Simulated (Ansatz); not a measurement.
One crystal and one scan (scan of one atom of the cell) at two levels, PBE (plane waves to 420 eV, PAW, scalar-relativistic; Ansatz, a program for electronic structure) and r2SCAN (plane waves to 500 eV, PAW, scalar-relativistic; Ansatz), each from its own relaxed cell and on its own mesh. The cell shown is that of PBE.

Starting cell, BaTiO₃ (cubic perovskite):

```xyz
5
Lattice="4.0195 0.0000 0.0000 0.0000 4.0195 0.0000 0.0000 0.0000 4.0195" Properties=species:S:1:pos:R:3 pbc="T T T"
Ba     0.0000     0.0000     0.0000
Ti     2.0097     2.0097     2.0097
O      0.0000     2.0097     2.0097
O      2.0097     2.0097     0.0000
O      2.0097     0.0000     2.0097
```

Scan: atom 3 (O, nearest neighbour Ti at 2.010 Å; its periodic images, 4.0 Å or more away, move with it) is displaced towards the nearest neighbour, direction (1.000, 0.000, 0.000) in Cartesian axes, by s. The other atoms stay.

E stands for the smeared free energy. BaTiO3 is run without spin polarisation. BaTiO3 was relaxed with its symmetry unable to fall. The PAW data are Ansatz's earlier set. This is a high-temperature form of BaTiO3. (PBE) Left out: 4 of 11 points, with atoms too close for the PAW data. (r2SCAN) Left out: 4 of 11 points, with atoms too close for the PAW data. Percentages come from the unrounded values.

```
quantity                                                     PBE  r2SCAN     PBE − r2SCAN
---------------------------------------------------------  -----  ------  ---------------
Lattice constant a (Å)                                     4.019   3.994  +0.025 (+0.6 %)
Band gap of the relaxed cell, no spin-orbit coupling (eV)   1.79    2.18    -0.39 (-18 %)
```

PBE gives the higher value for: lattice constant a. PBE gives the lower value for: band gap of the relaxed cell, no spin-orbit coupling. Both give the same shape of the curve: a single well with its minimum at or next to zero displacement. Neither level is exact: the differences show how much the result hangs on the functional.

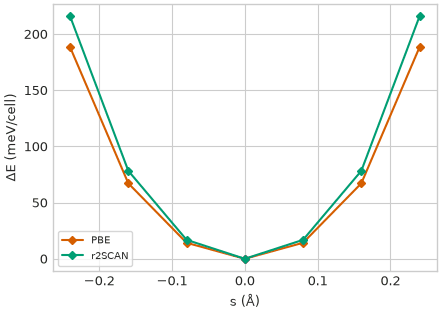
Fig. 1. ΔE, each from the undisplaced structure of its own level.

(For displaced atoms, the force is minus the slope of the energy, and its curvature is a force constant, which sets phonon frequencies.)
